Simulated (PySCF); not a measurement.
# CH₇F₃NPSi₂: NMR shifts, electronic excitations and K edges in gas and solvents, part 1 of 2

Aim: compute the NMR shifts, electronic excitations and K edges of CH₇F₃NPSi₂ (`FC(F)(F)[Si@H](P)N[SiH3]`), and see what a dielectric continuum does where one was used.

Computed with PySCF 2.14.0, with density-fitted response routines of our own, on a single molecule, in the gas phase or a continuum. Atoms are numbered from 0 throughout.

### 1 The starting structure

15 atoms, charge 0, multiplicity 1; geometry from: GFN2-xTB.

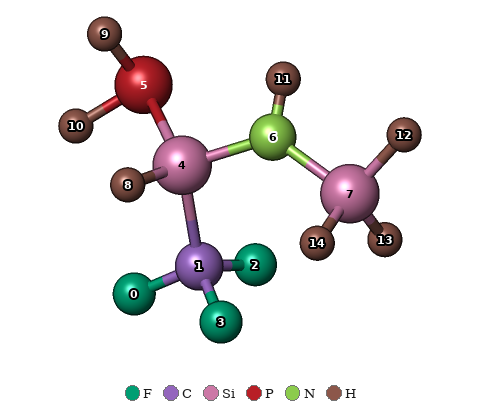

As it starts; fluorine teal, carbon purple, silicon pink, phosphorus red, nitrogen green, hydrogen brown, atoms numbered.

### 2 Geometry optimisation at PBE0-D3(BJ)/def2-SVP

What the job is given:

```
{"job": {"xc": "PBE0", "basis": "def2-SVP", "d3": "d3bj", "grid": 1, "kind": "geom"}, "charge": 0, "multiplicity": 1}
F     -2.591843    -0.765937     1.083576
C     -1.324417    -0.931967     0.646828
F     -1.417699    -1.595915    -0.519799
F     -0.747027    -1.787218     1.515414
Si    -0.363173     0.747229     0.501041
P     -1.535829     1.996904    -0.925971
N      1.140595     0.330155    -0.207403
Si     2.129985    -1.109304     0.001586
H     -0.240751     1.166276     1.905639
H     -1.059053     3.200836    -0.433997
H     -2.679280     2.048927    -0.145779
H      1.529082     1.021803    -0.827471
H      3.386541    -0.753359    -0.657331
H      1.472627    -2.238850    -0.646651
H      2.295828    -1.321593     1.436575
```

Launch:

```console
$ OMP_NUM_THREADS=1 python probes_run.py task.json out
```

The driver reads the jobs from task.json and runs them one after another.

Output:

```text
step   0  E = -1315.63553831  max force = 0.020176
step   1  E = -1315.64154669  max force = 0.004495
step   2  E = -1315.64189575  max force = 0.001109
step   3  E = -1315.64204883  max force = 0.001086
step   4  E = -1315.64231513  max force = 0.002482
step   5  E = -1315.64275339  max force = 0.005363
step   6  E = -1315.64321978  max force = 0.004214
step   7  E = -1315.64444455  max force = 0.002812
step   8  E = -1315.64469255  max force = 0.002481
step   9  E = -1315.64484045  max force = 0.003327
step  10  E = -1315.64497009  max force = 0.001282
step  11  E = -1315.64504749  max force = 0.000684
step  12  E = -1315.64516221  max force = 0.002128
step  13  E = -1315.64523330  max force = 0.002240
step  14  E = -1315.64526900  max force = 0.001113
step  15  E = -1315.64527439  max force = 0.000467
step  16  E = -1315.64527540  max force = 0.000659
step  17  E = -1315.64527904  max force = 0.000618
step  18  E = -1315.64528273  max force = 0.000298
optimisation converged
```

Run time: 12 min. Hardware: 1 thread, shared host.

Step by step:

```
step  energy from step 0 (eV)  largest force component (eV/Å)
   0                   0.0000                          1.0375
   1                  -0.1635                          0.2311
   2                  -0.1730                          0.0570
   3                  -0.1772                          0.0558
   4                  -0.1844                          0.1276
   5                  -0.1963                          0.2758
   6                  -0.2090                          0.2167
   7                  -0.2424                          0.1446
   8                  -0.2491                          0.1276
   9                  -0.2531                          0.1711
  10                  -0.2567                          0.0659
  11                  -0.2588                          0.0352
  12                  -0.2619                          0.1094
  13                  -0.2638                          0.1152
  14                  -0.2648                          0.0572
  15                  -0.2649                          0.0240
  16                  -0.2650                          0.0339
  17                  -0.2651                          0.0318
  18                  -0.2652                          0.0153
```

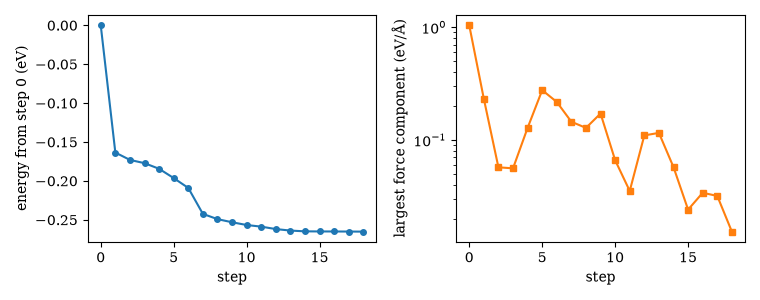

Energy and largest force along the relaxation.

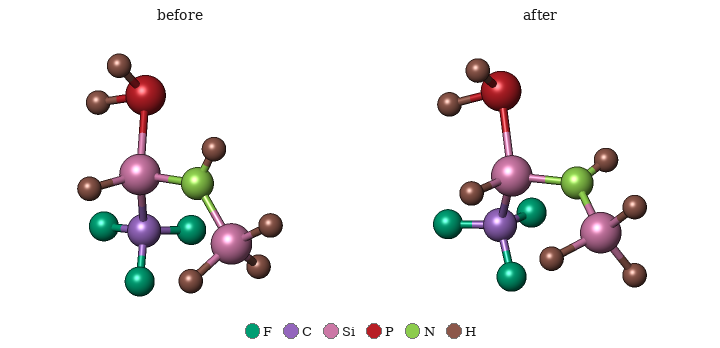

The geometry before (left) and after (right).

Close pairs (by a distance rule), those that changed most:

```csv
bond,before (Å),after (Å),change (Å)
P5–H10,1.385,1.428,+0.043
P5–H9,1.385,1.428,+0.043
Si7–H13,1.459,1.495,+0.036
Si7–H12,1.463,1.495,+0.032
Si7–H14,1.460,1.491,+0.031
Si4–P5,2.230,2.255,+0.025
Si4–H8,1.471,1.490,+0.019
Si4–N6,1.714,1.727,+0.013
```

The next job starts from the end point, and lists it.

```csv
at the end point,value
point group (found at 0.08 Å tolerance),C1
"rotational constants (GHz, main isotopes)","1.256, 0.882, 0.593"
dipole moment (D),2.19
```

### 3 Shielding tensors: PBE0/pcSseg-1 in benzene

What the job is given:

```
{"job": {"kind": "nmr", "xc": "PBE0", "basis": "pcSseg-1", "solvent": "benzene", "pop": true}, "charge": 0, "multiplicity": 1}
F     -2.570734    -0.506503     1.603471
C     -1.620234    -0.874558     0.728332
F     -2.246603    -1.269114    -0.392808
F     -1.007810    -1.956430     1.240523
Si    -0.347733     0.547230     0.397667
P     -1.497838     2.152079    -0.691747
N      0.946269    -0.012492    -0.599268
Si     2.362011    -0.911388    -0.097793
H      0.180554     0.905066     1.743720
H     -0.760300     3.212190    -0.082148
H     -2.532069     2.169079     0.293314
H      0.775236     0.038363    -1.601140
H      3.592615    -0.336194    -0.721002
H      2.286441    -2.355395    -0.475509
H      2.438519    -0.789917     1.386151
```

Level: GIAO PBE0/pcSseg-1 NMR shielding, non-relativistic, IEF-PCM benzene.

Output:

```text
coarse grid: 14624 points
cycle   1  E = -1315.9599817589  dE =  7.570e-01  |g| = 8.949e-01  |ddm| = 3.482e+00
cycle   2  E = -1315.7922262498  dE =  1.678e-01  |g| = 1.355e+00  |ddm| = 1.229e+00
cycle   3  E = -1316.0975871263  dE = -3.054e-01  |g| = 5.367e-02  |ddm| = 7.868e-01
cycle   4  E = -1316.0979306237  dE = -3.435e-04  |g| = 3.971e-02  |ddm| = 8.726e-02
cycle   5  E = -1316.0982500376  dE = -3.194e-04  |g| = 9.717e-03  |ddm| = 3.690e-02
cycle   6  E = -1316.0982664046  dE = -1.637e-05  |g| = 1.589e-03  |ddm| = 7.660e-03
cycle   7  E = -1316.0982669216  dE = -5.171e-07  |g| = 2.734e-04  |ddm| = 2.187e-03
final grid: 130400 points
cycle   8  E = -1316.1601450879  dE = -3.506e-05  |g| = 6.504e-03  |ddm| = 2.099e-02
cycle   9  E = -1316.1601364206  dE =  8.667e-06  |g| = 9.495e-03  |ddm| = 1.115e-02
cycle  10  E = -1316.1601534479  dE = -1.703e-05  |g| = 5.413e-04  |ddm| = 6.454e-03
cycle  11  E = -1316.1601534944  dE = -4.647e-08  |g| = 2.887e-04  |ddm| = 7.544e-04
cycle  12  E = -1316.1601535109  dE = -1.656e-08  |g| = 8.377e-05  |ddm| = 2.597e-04
cycle  13  E = -1316.1601535120  dE = -1.062e-09  |g| = 1.907e-05  |ddm| = 6.612e-05
cycle  14  E = -1316.1601535121  dE = -6.685e-11  |g| = 1.509e-06  |ddm| = 1.693e-05
converged SCF energy = -1316.1601535121

GIAO shielding tensors (ppm)
atom      isotropic    diamagn.    paramagn.     s11        s22        s33       span
  0 F      262.921     473.326    -210.405    168.371    284.755    335.636    167.265
  1 C       50.617     255.058    -204.441     45.284     50.752     55.816     10.532
  2 F      259.796     475.496    -215.700    167.391    278.994    333.002    165.610
  3 F      259.589     475.749    -216.160    162.428    279.248    337.090    174.662
  4 Si     363.102     880.984    -517.882    315.432    358.790    415.085     99.653
  5 P      603.501     967.164    -363.663    546.229    601.384    662.889    116.660
  6 N      252.275     326.574     -74.298    236.281    247.393    273.153     36.873
  7 Si     399.545     878.500    -478.954    358.277    375.202    465.158    106.882
  8 H       26.094      30.140      -4.046     23.401     24.705     30.177      6.777
  9 H       29.300      28.598       0.701     24.248     26.132     37.518     13.270
 10 H       29.384      28.514       0.869     23.558     27.505     37.090     13.532
 11 H       30.982      32.674      -1.692     21.806     29.490     41.650     19.844
 12 H       26.529      27.574      -1.044     22.602     24.555     32.431      9.829
 13 H       26.455      28.228      -1.773     22.568     24.843     31.954      9.386
 14 H       26.595      28.879      -2.284     23.460     25.716     30.611      7.151
```

It took 2.1 min on 1 thread, shared host.

The references, computed at this level on geometries of the same kind, shield at (ppm): 1H TMS 31.25, 13C TMS 184.9, 29Si TMS 351.9, 19F CFCl3 178.7, 15N NH3 267.0, 31P PH3 584.8. Their shielding less the atom's gives the shift. The references are single molecules in the same continuum, so shifts against H2O, NH3, PH3, H3PO4 or CFCl3 are not on the usual liquid scales and can be off by tens of ppm. Atoms listed in one row are averaged.

```csv
atoms,environment,σ (ppm),δ (ppm)
C1,CF3 carbon,50.6,134.3
H8,"hydrogen on a silicon bonded to C, N, P",26.09,5.16
"H12, H13, H14",hydrogen on a silicon bonded to N,26.53,4.73
"H9, H10",hydrogen on a phosphorus bonded to Si,29.34,1.91
H11,hydrogen on a nitrogen bonded to 2 Si,30.98,0.27
"F0, F2, F3",fluorine of a CF3 group,260.8,-82.0
Si4,"silicon bonded to C, N, P, H",363.1,-11.2
Si7,"silicon bonded to N, 3 H",399.5,-47.6
P5,"phosphorus bonded to Si, 2 H",603.5,-18.7
N6,"nitrogen bonded to 2 Si, H",252.3,14.8
```

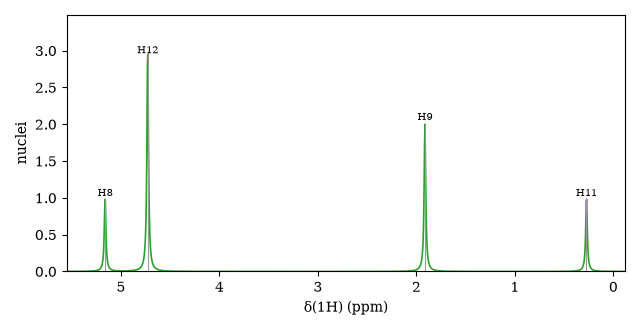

1H lines at the computed shifts, without couplings. Lines are broadened to a width of 0.02 ppm (Lorentzian).

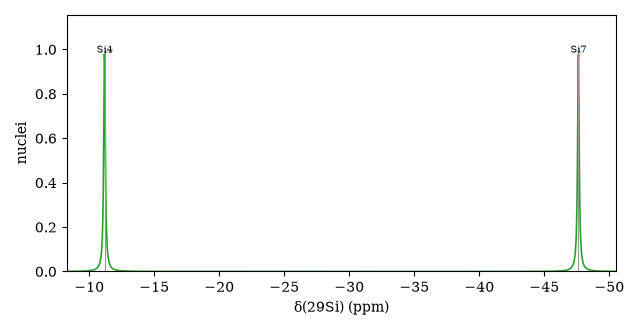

29Si lines at the computed shifts, without couplings. Lines are broadened to a width of 0.15 ppm (Lorentzian).

Charges from the same density, by scheme (e):

```
     atoms  Mulliken    IAO  Hirshfeld  ESP fit
F0, F2, F3     -0.28  -0.29      -0.10    -0.20
        C1      0.53   0.53       0.16     0.52
       Si4      0.67   0.83       0.32     0.20
        P5     -0.25  -0.12      -0.02    -0.34
        N6     -0.84  -0.92      -0.32    -0.48
       Si7      0.63   0.73       0.35     0.45
```

Mulliken charges:

F0 -0.28; C1 0.53; F2 -0.28; F3 -0.28; Si4 0.67; P5 -0.25; N6 -0.84; Si7 0.63; H8 -0.03; H9 0.08; H10 0.08; H11 0.25; H12 -0.10; H13 -0.09; H14 -0.10

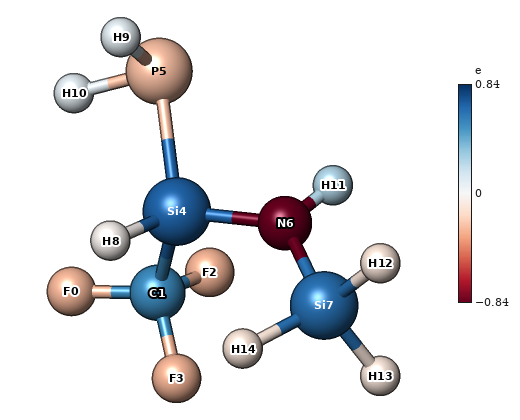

Mulliken charges, as colours on the atoms.

Mayer bond orders: F0–C1 0.97, C1–F2 0.96, C1–F3 0.96, C1–Si4 0.76, Si4–P5 1.02, Si4–N6 1.02, N6–Si7 0.92.

### 4 Nuclear shieldings: PBE0/pcSseg-1 in cyclohexane

The job, as its differences from that of step 3:

```diff
@@ -1,2 +1,2 @@
-{"job": {"kind": "nmr", "xc": "PBE0", "basis": "pcSseg-1", "solvent": "benzene", "pop": true}, "charge": 0, "multiplicity": 1}
+{"job": {"kind": "nmr", "xc": "PBE0", "basis": "pcSseg-1", "solvent": "cyclohexane", "pop": false}, "charge": 0, "multiplicity": 1}
 F     -2.570734    -0.506503     1.603471
```

With the program's defaults for keys left out, this is: GIAO PBE0/pcSseg-1 NMR shielding, non-relativistic, IEF-PCM cyclohexane.

Output:

```text
coarse grid: 14624 points
cycle   1  E = -1315.9594356062  dE =  7.575e-01  |g| = 8.953e-01  |ddm| = 3.482e+00
cycle   2  E = -1315.7911122774  dE =  1.683e-01  |g| = 1.356e+00  |ddm| = 1.231e+00
cycle   3  E = -1316.0971949859  dE = -3.061e-01  |g| = 5.395e-02  |ddm| = 7.887e-01
cycle   4  E = -1316.0975481275  dE = -3.531e-04  |g| = 3.976e-02  |ddm| = 8.821e-02
cycle   5  E = -1316.0978685809  dE = -3.205e-04  |g| = 9.821e-03  |ddm| = 3.713e-02
cycle   6  E = -1316.0978853295  dE = -1.675e-05  |g| = 1.602e-03  |ddm| = 7.747e-03
cycle   7  E = -1316.0978858598  dE = -5.304e-07  |g| = 2.758e-04  |ddm| = 2.204e-03
final grid: 130400 points
cycle   8  E = -1316.1597653493  dE = -3.504e-05  |g| = 6.510e-03  |ddm| = 2.100e-02
cycle   9  E = -1316.1597566264  dE =  8.723e-06  |g| = 9.512e-03  |ddm| = 1.117e-02
cycle  10  E = -1316.1597737272  dE = -1.710e-05  |g| = 5.425e-04  |ddm| = 6.481e-03
cycle  11  E = -1316.1597737739  dE = -4.672e-08  |g| = 2.897e-04  |ddm| = 7.581e-04
cycle  12  E = -1316.1597737906  dE = -1.671e-08  |g| = 8.382e-05  |ddm| = 2.615e-04
cycle  13  E = -1316.1597737917  dE = -1.066e-09  |g| = 1.922e-05  |ddm| = 6.603e-05
cycle  14  E = -1316.1597737917  dE = -5.684e-11  |g| = 1.552e-06  |ddm| = 1.709e-05
converged SCF energy = -1316.1597737917

GIAO shielding tensors (ppm)
atom      isotropic    diamagn.    paramagn.     s11        s22        s33       span
  0 F      262.737     473.308    -210.571    168.212    284.500    335.497    167.285
  1 C       50.649     255.014    -204.366     45.376     50.829     55.741     10.364
  2 F      259.586     475.473    -215.886    167.206    278.694    332.859    165.653
  3 F      259.357     475.722    -216.365    162.210    278.917    336.944    174.734
  4 Si     363.155     880.981    -517.826    315.570    358.816    415.078     99.508
  5 P      603.379     967.143    -363.764    546.131    601.105    662.902    116.771
  6 N      252.271     326.547     -74.276    236.158    247.406    273.249     37.091
  7 Si     399.527     878.503    -478.976    358.221    375.218    465.142    106.922
  8 H       26.097      30.144      -4.047     23.403     24.711     30.178      6.775
  9 H       29.323      28.614       0.709     24.278     26.163     37.527     13.249
 10 H       29.394      28.521       0.873     23.572     27.520     37.090     13.518
 11 H       31.024      32.706      -1.682     21.853     29.546     41.674     19.821
 12 H       26.528      27.570      -1.043     22.600     24.554     32.429      9.829
 13 H       26.450      28.220      -1.770     22.564     24.838     31.950      9.386
 14 H       26.594      28.875      -2.281     23.457     25.715     30.610      7.153
```

Run time: 1.9 min. Hardware: 1 thread, shared host.

In short: δ C1 134.2, F0 -82.0, Si4 -11.2, Si7 -47.6, H8 5.16, H12 4.73 ppm (means over like atoms).

### 5 TDDFT and polarisability: wB97X-D/def2-SVPD

The job, as its differences from that of step 4:

```diff
@@ -1,2 +1,2 @@
-{"job": {"kind": "nmr", "xc": "PBE0", "basis": "pcSseg-1", "solvent": "cyclohexane", "pop": false}, "charge": 0, "multiplicity": 1}
+{"job": {"kind": "uv", "xc": "wB97X-D", "basis": "def2-SVPD", "dynamic": true, "nstates": 6, "ntriplets": 0}, "charge": 0, "multiplicity": 1}
 F     -2.570734    -0.506503     1.603471
```

Level: TDDFT wB97X-D/def2-SVPD, vertical, gas phase, core orbitals frozen in the response.

Output:

```text
coarse grid: 14624 points
cycle   1  E = -1315.9774541949  dE =  7.365e-01  |g| = 9.207e-01  |ddm| = 4.677e+00
cycle   2  E = -1315.9578120074  dE =  1.964e-02  |g| = 1.058e+00  |ddm| = 1.652e+00
cycle   3  E = -1316.1458197450  dE = -1.880e-01  |g| = 5.083e-02  |ddm| = 8.054e-01
cycle   4  E = -1316.1465147947  dE = -6.950e-04  |g| = 1.920e-02  |ddm| = 1.380e-01
cycle   5  E = -1316.1466165812  dE = -1.018e-04  |g| = 5.283e-03  |ddm| = 4.863e-02
cycle   6  E = -1316.1466239428  dE = -7.362e-06  |g| = 2.192e-03  |ddm| = 1.345e-02
final grid: 130400 points
cycle   7  E = -1316.3079822529  dE = -1.285e-04  |g| = 9.644e-03  |ddm| = 1.431e-01
cycle   8  E = -1316.3079844160  dE = -2.163e-06  |g| = 9.907e-03  |ddm| = 2.405e-02
cycle   9  E = -1316.3080009659  dE = -1.655e-05  |g| = 7.859e-04  |ddm| = 7.630e-03
cycle  10  E = -1316.3080011314  dE = -1.655e-07  |g| = 3.785e-04  |ddm| = 2.102e-03
cycle  11  E = -1316.3080011720  dE = -4.062e-08  |g| = 5.705e-05  |ddm| = 8.294e-04
cycle  12  E = -1316.3080011734  dE = -1.370e-09  |g| = 3.435e-05  |ddm| = 1.761e-04
cycle  13  E = -1316.3080011737  dE = -2.938e-10  |g| = 8.884e-06  |ddm| = 6.353e-05
converged SCF energy = -1316.3080011737

Static polarisability (au): isotropic 102.546, principal 88.266 97.315 122.058

Singlet excitations
state   eV       nm        f      main configurations
  1   6.5043    190.6   0.00471   H->L 0.55, H->L+1 0.19, H-1->L 0.09
  2   6.6625    186.1   0.00114   H->L+1 0.35, H-1->L 0.22, H-1->L+1 0.16
  3   7.0380    176.2   0.04712   H-1->L 0.43, H->L+1 0.16, H->L 0.15
  4   7.3446    168.8   0.31273   H->L+2 0.74
  5   7.4194    167.1   0.06663   H-1->L+2 0.33, H-1->L+1 0.32, H->L+3 0.15
  6   7.5772    163.6   0.03137   H-1->L+1 0.35, H-1->L+2 0.23, H->L+1 0.15
```

It took 4.2 min on 1 thread, shared host.

The orbitals next to the gap, with their largest atomic shares:

| orbital | eV | atoms |
| --- | --- | --- |
| HOMO−3 | -11.64 | Si7 23 %, H14 15 %, P5 12 % |
| HOMO−2 | -11.38 | P5 20 %, Si4 14 %, Si7 10 % |
| HOMO−1 | -9.99 | P5 34 %, N6 23 %, Si4 11 % |
| HOMO | -9.66 | P5 34 %, N6 24 %, Si4 12 % |
| LUMO | 1.29 | Si4 19 %, Si7 17 %, P5 17 % |
| LUMO+1 | 1.75 | P5 36 %, H9 19 %, Si4 18 % |
| LUMO+2 | 1.92 | P5 30 %, Si4 19 %, Si7 9 % |

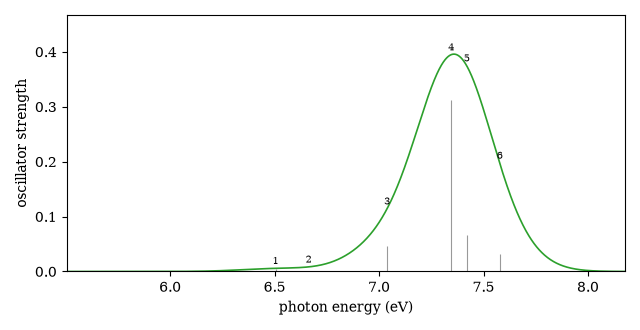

Absorption spectrum from the 6 singlet states computed; above the last one it falls off for lack of states. Lines are broadened to a width of 0.40 eV (Gaussian).

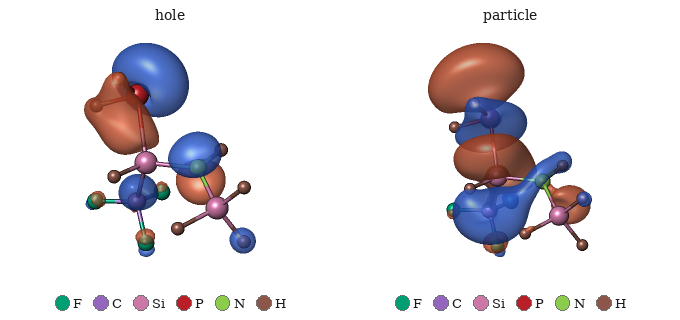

Leading natural transition orbitals of singlet state 4: the electron leaves the hole (left) for the particle orbital (right).

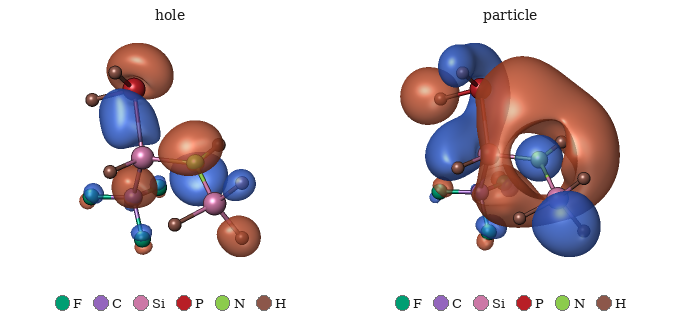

Leading natural transition orbitals of singlet state 1: the electron leaves the hole (left) for the particle orbital (right).

Further results of this job:

```
           property  computed
  dipole moment (D)      2.39
polarisability (Å³)     15.20
 HOMO–LUMO gap (eV)     10.95
      −ε(HOMO) (eV)      9.66
C6 with itself (au)      3945
```

The fields below are evaluated on a grid from the run's orbitals.

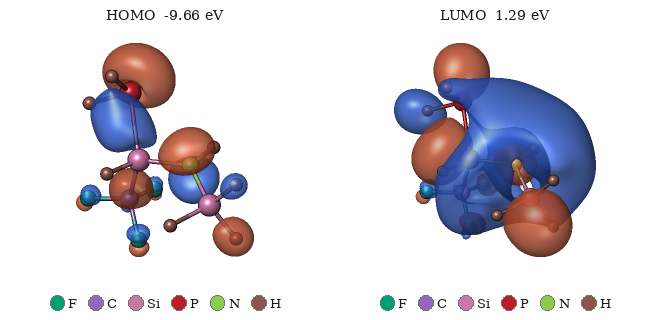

Frontier orbitals at wB97X-D/def2-SVPD; each surface holds 70 % of the orbital's density, blue and red mark the sign.

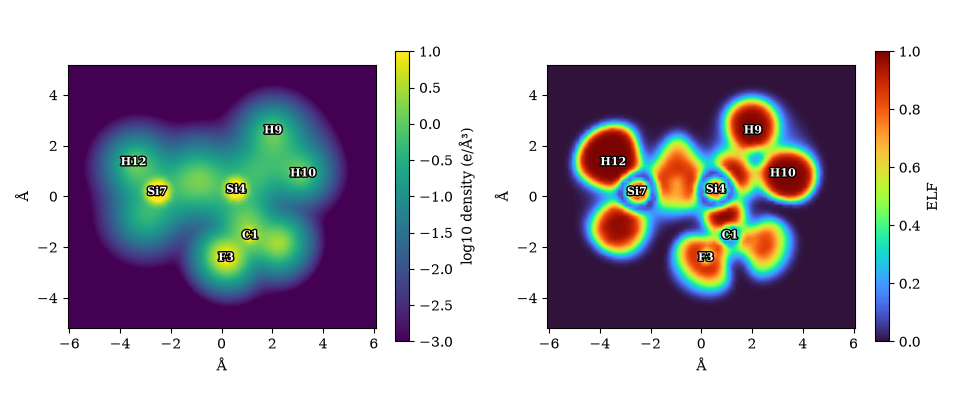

Density (left) and ELF (right) in a plane through or near 7 of the atoms.

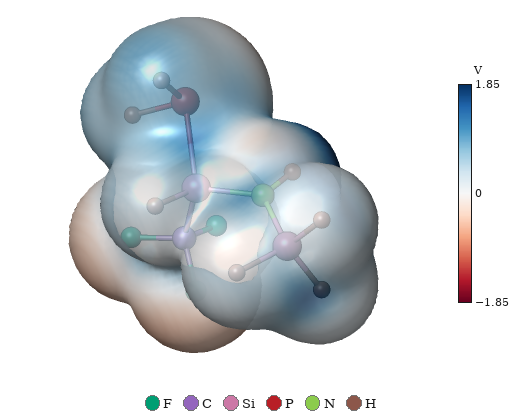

Electrostatic potential on the surface of density 0.002 e/bohr³; red is low, blue high. It runs, from the 1st to the 99th percentile, from -0.63 V near F3 to 1.85 V near H11.

(Continued in part 2 of 2.)
